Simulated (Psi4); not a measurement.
# CH3ClIn (SMILES [CH3][In][Cl]): UCAM-B3LYP/def2-SVP (core potential)

Aim: the vertical ionisation energy of CH3ClIn at UCAM-B3LYP/def2-SVP (core potential), from 2 runs. 

Program for the calculation: Psi4 1.11.

### Step 1. Starting point

CH3ClIn has 6 atoms, charge 0, and is taken as a doublet. As SMILES, `[CH3][In][Cl]`. The coordinates come from a PBE0-D4/def2-TZVP relaxation.

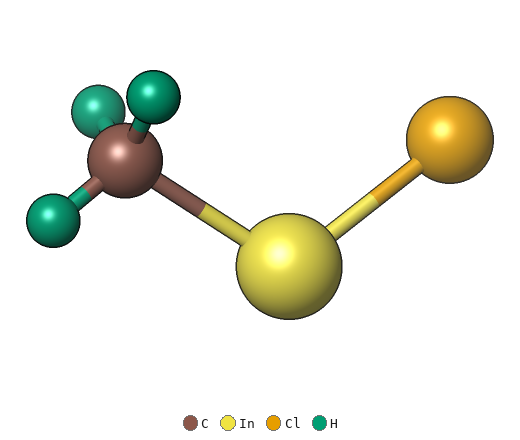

Viewed from a chosen angle; carbon brown, indium yellow, chlorine amber, hydrogen teal.

### Step 2. A single-point energy at UCAM-B3LYP/def2-SVP (core potential)

Contents of ch3clin.xyz:

```xyz
6
CH3ClIn
C      0.740500    -0.195100    -0.316400
In    -1.031600     1.116800    -0.120100
Cl    -2.649300     0.223900     1.384500
H      0.366000    -1.156300    -0.668900
H      1.457300     0.235100    -1.011300
H      1.159000    -0.288400     0.686000
```

Contents of calc.py:

```python
import psi4

psi4.set_memory('1600 MB')
psi4.set_num_threads(1)
psi4.core.set_output_file('output.dat', False)

with open('ch3clin.xyz') as f:
    atoms = ''.join(f.readlines()[2:])
molecule = psi4.geometry('0 2\n' + atoms + 'symmetry c1')

psi4.set_options({
    'reference': 'uks',
    'puream': True,
    'e_convergence': 1e-09,
    'd_convergence': 1e-08,
    'scf_type': 'pk',
    'dft_radial_points': 99,
    'dft_spherical_points': 590,
    'maxiter': 200,
})

e_tot = psi4.energy("cam-b3lyp/def2-SVP", molecule=molecule)
print('E =', round(e_tot, 9))
```

Run with:

```
$ python calc.py
```

output.dat:

```text
[...]
    !!!  WARNING: ECP capability is in beta. Please check occupations closely.  !!!
[...]
  Running in c1 symmetry.
[...]
  Nuclear repulsion =  151.824057039081680
[...]
  Multiplicity = 2
[...]
  Nalpha       = 24
  Nbeta        = 23
[...]
    Number of basis functions: 73
[...]
   @UKS iter   1:  -689.77870945608390   -1.13859e+00   9.39154e-03 DIIS/ADIIS
[...]
   @UKS iter  14:  -690.05419834039219   -1.02318e-12   3.31850e-09 DIIS
[...]
   @S^2 Observed:                7.586203196E-01
[...]
    Orbital Energies [Eh]
    ---------------------
    Alpha Occupied:
       1A   -101.522865     2A    -10.272427     3A     -9.476843
       4A     -7.243929     5A     -7.238948     6A     -7.238635
       7A     -4.755948     8A     -3.163889     9A     -3.158134
      10A     -3.155444    11A     -0.870732    12A     -0.851353
      13A     -0.843550    14A     -0.841834    15A     -0.839867
      16A     -0.812714    17A     -0.764001    18A     -0.486697
      19A     -0.485244    20A     -0.465848    21A     -0.370370
      22A     -0.349462    23A     -0.346768    24A     -0.258480
    Alpha Virtual:
      25A     -0.026073    26A      0.050314    27A      0.061776
[...]
  @UKS Final Energy:  -690.05419834039219
   => Energetics <=
    Nuclear Repulsion Energy =            151.8240570390816799
    One-Electron Energy =               -1326.4021947358537545
    Two-Electron Energy =                 522.8631390699679287
    DFT Exchange-Correlation Energy =     -38.3391997135880445
    Empirical Dispersion Energy =           0.0000000000000000
    VV10 Nonlocal Energy =                  0.0000000000000000
    Total Energy =                       -690.0541983403921904
[...]
 Multipole Moments:
 ------------------------------------------------------------------------------------
     Multipole            Electronic (a.u.)      Nuclear  (a.u.)        Total (a.u.)
 ------------------------------------------------------------------------------------
 L = 1.  Multiply by 2.5417464519 to convert [e a0] to [Debye]
 Dipole X            :          5.6574134           -4.6757501            0.9816634
 Dipole Y            :         24.6855996          -24.4040155            0.2815841
 Dipole Z            :        -18.9337807           18.1858058           -0.7479750
 Magnitude           :                                                    1.2658669
[...]
```

On the terminal:

```text
E = -690.05419834
```

Run time: 15 s. Hardware: 1 thread of Intel Xeon 6975P-C (Granite Rapids), shared host; peak memory 0.86 GiB.

### Step 3. The singlet cation: energy and gradient at CAM-B3LYP/def2-SVP (core potential)

Contents of input.inp:

```
memory 1.6 GB

molecule system {
  1 1
  C      0.740500    -0.195100    -0.316400
  In    -1.031600     1.116800    -0.120100
  Cl    -2.649300     0.223900     1.384500
  H      0.366000    -1.156300    -0.668900
  H      1.457300     0.235100    -1.011300
  H      1.159000    -0.288400     0.686000
  units angstrom
  symmetry c1
}

set {
  puream               true
  e_convergence        1e-09
  d_convergence        1e-08
  scf_type             pk
  dft_radial_points    99
  dft_spherical_points 590
}

e_tot, wfn = gradient('cam-b3lyp/def2-SVP', return_wfn=True)
```

Run with:

```
$ psi4 input.inp input.out -n 1
```

input.out:

```text
[...]
    !!!  WARNING: ECP capability is in beta. Please check occupations closely.  !!!
[...]
  Running in c1 symmetry.
[...]
  Nuclear repulsion =  151.824057039081680
[...]
  Multiplicity = 1
[...]
  Nalpha       = 23
  Nbeta        = 23
[...]
    Number of basis functions: 73
[...]
   @RKS iter   1:  -689.48036025641454   -8.40236e-01   8.65857e-03 ADIIS/DIIS
[...]
   @RKS iter  13:  -689.75787327750913   -3.97904e-12   5.61105e-09 DIIS
[...]
    Orbital Energies [Eh]
    ---------------------
    Doubly Occupied:
       1A   -101.751058     2A    -10.507904     3A     -9.703262
       4A     -7.471830     5A     -7.464314     6A     -7.464202
       7A     -5.018865     8A     -3.425091     9A     -3.424188
      10A     -3.416900    11A     -1.116393    12A     -1.109566
      13A     -1.105899    14A     -1.102657    15A     -1.100145
      16A     -1.038696    17A     -0.977016    18A     -0.696323
      19A     -0.695404    20A     -0.676457    21A     -0.569380
      22A     -0.555264    23A     -0.552810
[...]
  @RKS Final Energy:  -689.75787327750913
   => Energetics <=
    Nuclear Repulsion Energy =            151.8240570390816799
    One-Electron Energy =               -1315.2886546867991910
    Two-Electron Energy =                 511.8574764969106923
    DFT Exchange-Correlation Energy =     -38.1507521267023293
    Empirical Dispersion Energy =           0.0000000000000000
    VV10 Nonlocal Energy =                  0.0000000000000000
    Total Energy =                       -689.7578732775090202
[...]
 Multipole Moments:
 ------------------------------------------------------------------------------------
     Multipole            Electronic (a.u.)      Nuclear  (a.u.)        Total (a.u.)
 ------------------------------------------------------------------------------------
 L = 1.  Multiply by 2.5417464519 to convert [e a0] to [Debye]
 Dipole X            :          6.1614286           -4.6757501            1.4856785
 Dipole Y            :         24.8362323          -24.4040155            0.4322168
 Dipole Z            :        -19.3215554           18.1858058           -1.1357497
 Magnitude           :                                                    1.9193695
[...]
  -Total Gradient:
     Atom            X                  Y                   Z
    ------   -----------------  -----------------  -----------------
       1       -0.009639556462    -0.008539264118     0.010904151242
       2        0.008853675240     0.033333419241    -0.026270151908
       3       -0.009224098678    -0.017808798202     0.016641892608
       4        0.010280754728     0.001837475300     0.003403189704
       5       -0.003492409491    -0.002926980128     0.003922465139
       6        0.003207998654    -0.005886194121    -0.008599739000
[...]
```

It took 14 s on 1 thread of Intel Xeon 6975P-C (Granite Rapids), shared host; peak memory 0.86 GiB.

### Step 4. What came out

At UCAM-B3LYP/def2-SVP (core potential):

```
                                           quantity          value
                      doublet CH3ClIn: total energy  -690.05420 Eh
                     doublet CH3ClIn: dipole moment         3.22 D
doublet CH3ClIn: HOMO energy (highest over α and β)       -7.03 eV
 doublet CH3ClIn: LUMO energy (lowest over α and β)       -2.24 eV
                              doublet CH3ClIn: ⟨S²⟩          0.759
                       singlet cation: total energy  -689.75787 Eh
                        singlet cation: HOMO energy      -15.04 eV
                        singlet cation: LUMO energy       -9.07 eV
                      singlet cation: HOMO–LUMO gap        5.97 eV
           singlet cation: largest force on an atom     2.229 eV/Å
 vertical ionisation energy (to the singlet cation)       8.063 eV
```

In words: The vertical ionisation energy comes to 8.06 eV (778 kJ/mol). Only the singlet of the ionised species was computed; a triplet could lie lower.
